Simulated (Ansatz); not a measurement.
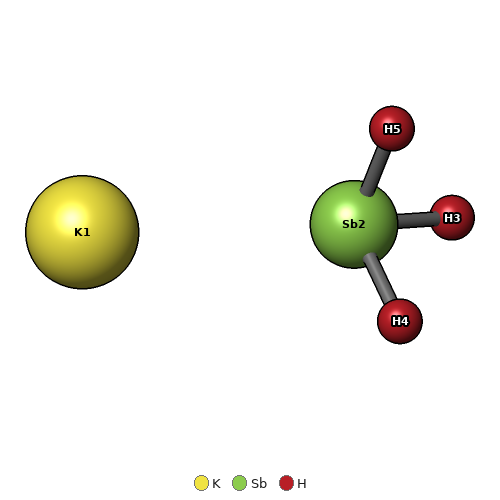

The system is the pair K···H₃Sb, charge +1; the picture shows the reference structure. The turn is about an axis along (0.33, −0.94, −0.07) in the frame of the relaxed pair, normal to the line between the partners. First axis: distance Sb2···K1. Second axis: turn of K1 about Sb2. Grid: 13 × 13 points. Energies: kcal/mol, counted from the lowest grid point. Level of theory: RHF/def2-TZVPD (Ansatz 0.2.0).

Its coordinates:

```yaml
atoms:
  - { symbol: K, position_ang: [-0.1337, 0.2160, -3.5188] }
  - { symbol: Sb, position_ang: [0.0083, -0.0134, 0.2508] }
  - { symbol: H, position_ang: [0.6139, -1.4013, 0.9806] }
  - { symbol: H, position_ang: [-1.4022, 0.1016, 1.1577] }
  - { symbol: H, position_ang: [0.9138, 1.0971, 1.1296] }
```

Range: distance Sb2···K1 from 3.175 to 5.175 Å; turn of K1 about Sb2 from −60 to 60°.

> What landscape does the calculation give?

The lowest grid point is at distance Sb2···K1 = 3.762 Å, turn of K1 about Sb2 = 0°. No other kind of well shows on this grid. The highest grid point, distance Sb2···K1 = 3.175 Å, turn of K1 about Sb2 = 60°, lies 9.7 kcal/mol above the lowest. Round the minimum the two coordinates are nearly uncoupled.

| turn of K1 about Sb2 ↓, distance Sb2···K1 → | 3.175 | 3.236 | 3.337 | 3.462 | 3.604 | 3.762 | 3.932 | 4.115 | 4.308 | 4.512 | 4.724 | 4.945 | 5.175 |
| --- | --- | --- | --- | --- | --- | --- | --- | --- | --- | --- | --- | --- | --- |
| 60 | 9.7 | 8.6 | 7.2 | 6.1 | 5.4 | 5.1 | 5.1 | 5.2 | 5.5 | 5.8 | 6.1 | 6.4 | 6.7 |
| 50 | 9.0 | 7.8 | 6.3 | 5.1 | 4.4 | 4.1 | 4.1 | 4.3 | 4.6 | 5.0 | 5.4 | 5.8 | 6.2 |
| 40 | 8.2 | 6.9 | 5.3 | 4.0 | 3.2 | 2.9 | 2.9 | 3.2 | 3.7 | 4.2 | 4.7 | 5.1 | 5.6 |
| 30 | 7.4 | 6.0 | 4.3 | 2.9 | 2.1 | 1.8 | 1.8 | 2.2 | 2.7 | 3.3 | 3.9 | 4.5 | 5.0 |
| 20 | 6.7 | 5.3 | 3.4 | 2.0 | 1.1 | 0.8 | 0.9 | 1.4 | 2.0 | 2.6 | 3.3 | 3.9 | 4.5 |
| 10 | 6.2 | 4.7 | 2.9 | 1.4 | 0.5 | 0.2 | 0.4 | 0.8 | 1.5 | 2.2 | 2.9 | 3.6 | 4.2 |
| 0 | 6.1 | 4.6 | 2.7 | 1.2 | 0.3 | 0.0 | 0.2 | 0.6 | 1.3 | 2.0 | 2.8 | 3.5 | 4.1 |
| −10 | 6.2 | 4.7 | 2.9 | 1.4 | 0.5 | 0.2 | 0.4 | 0.8 | 1.5 | 2.2 | 2.9 | 3.6 | 4.2 |
| −20 | 6.7 | 5.2 | 3.4 | 2.0 | 1.1 | 0.8 | 0.9 | 1.4 | 1.9 | 2.6 | 3.3 | 3.9 | 4.5 |
| −30 | 7.4 | 6.0 | 4.2 | 2.9 | 2.0 | 1.7 | 1.8 | 2.2 | 2.7 | 3.3 | 3.9 | 4.5 | 5.0 |
| −40 | 8.1 | 6.8 | 5.2 | 3.9 | 3.1 | 2.8 | 2.9 | 3.2 | 3.6 | 4.1 | 4.6 | 5.1 | 5.5 |
| −50 | 8.8 | 7.6 | 6.1 | 4.9 | 4.2 | 3.9 | 3.9 | 4.2 | 4.5 | 4.9 | 5.4 | 5.8 | 6.1 |
| −60 | 9.5 | 8.4 | 6.9 | 5.8 | 5.1 | 4.8 | 4.8 | 5.0 | 5.3 | 5.7 | 6.0 | 6.3 | 6.6 |

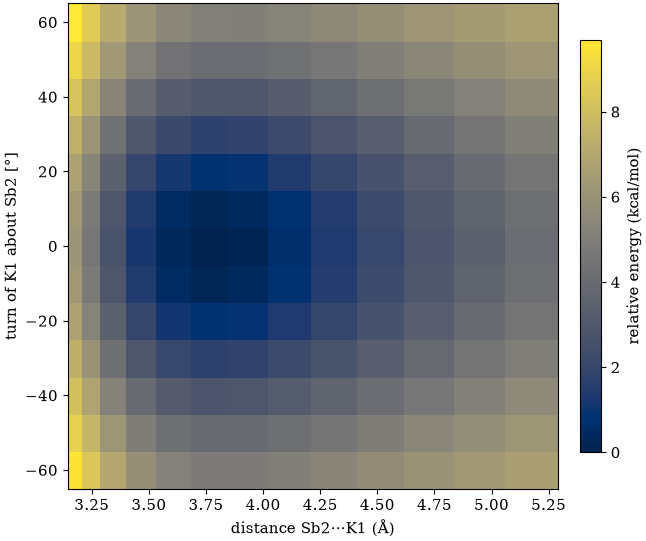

The picture shows one coloured cell a grid point.

Each point was launched as `ansatz run input.yaml --threads 1 --pin off --max-ram 2560MiB --backend cpu --events-out ev --progress --plain --runs-dir out`. Time for the 169 points that were run: 6.9 min on 1 thread of Arm Neoverse V2 (shared host).
